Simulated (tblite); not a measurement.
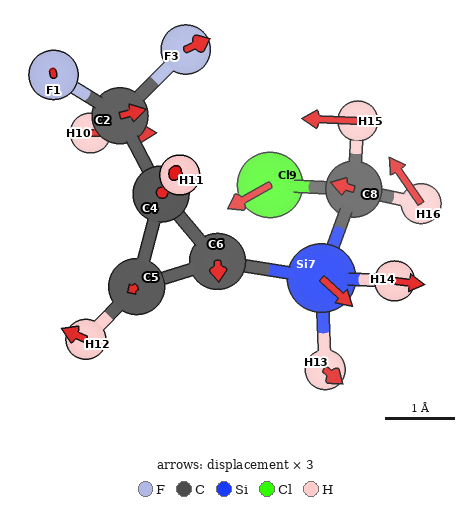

This is a relaxation of C₅H₇ClF₂Si. The starting structure is drawn; red arrows show the displacements, 3 times their true length. The two geometries are superimposed by the best rigid fit.

The picture is a ball-and-stick view, seen at a tilt.

Method: GFN2-xTB geometry optimisation, gas phase (tblite). 

### Describe the change and its energy.

The energy falls by 0.737 eV in 64 geometry steps. H10 moves most after the best rigid fit: 0.34 Å. By element the largest moves are H 0.34 Å, Cl 0.28 Å, F 0.27 Å, Si 0.21 Å, C 0.14 Å. Among the contacts that change: C6–Si7 1.704 → 1.860 Å, C4–C6 1.442 → 1.520 Å, C4–C5 1.414 → 1.490 Å, Si7–C8 1.845 → 1.913 Å. Bond angles that change, for instance: C6–Si7–C8 114.9° → 104.3°, H13–Si7–H14 104.6° → 113.7°, C4–C5–H12 147.3° → 143.0°. Cost: 0.86 s on 1 thread of Arm Neoverse N1 (shared host).
